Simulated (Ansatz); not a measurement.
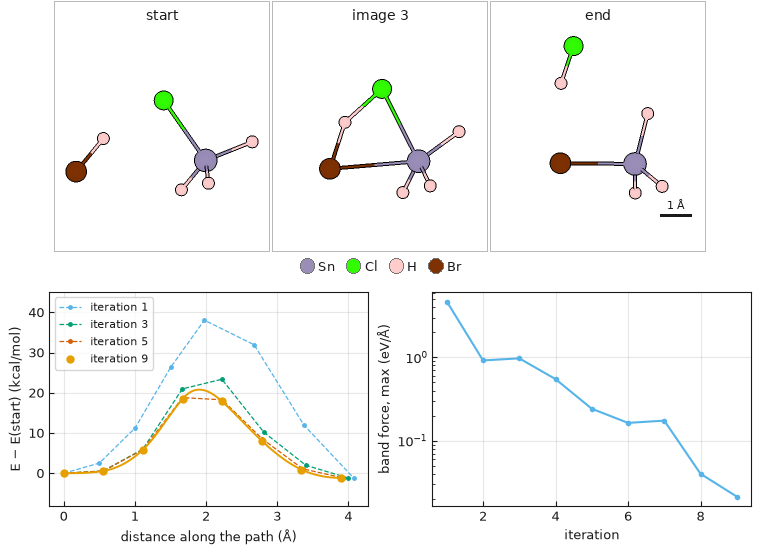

NEB run on SnH₄BrCl, made up at the start of SnH3Cl and HBr. Images are numbered from 0 (start) to 7 (end). The plot follows the band through its iterations. The picture is a ball-and-stick view, seen at a tilt.

Computed with RKS B3LYP/def2-SVP in Ansatz. Settings: 6 movable images; no climbing image; force threshold 0.03 eV/Å; iteration limit 60; starting path through a guess of the saddle point.

Q: Did the band converge, and can the barrier be trusted?

A: The run is converged, with reservations. The band converged in 9 iterations. The largest component of the band force went from 4.7 to 0.021 eV/Å. No image climbed, so the highest image needn't lie on the saddle point, and the true maximum along this path can be higher. The first iteration put the highest image at 38.1 kcal/mol. Forward barrier 18.5 kcal/mol, backward barrier 19.6 kcal/mol, with image 3 at the top; the reaction energy is −1.2 kcal/mol.

Limits of the set-up: the start holds two separate molecules, 2.4 Å apart at their closest, whose relative position is a soft coordinate and is computed without a dispersion correction.
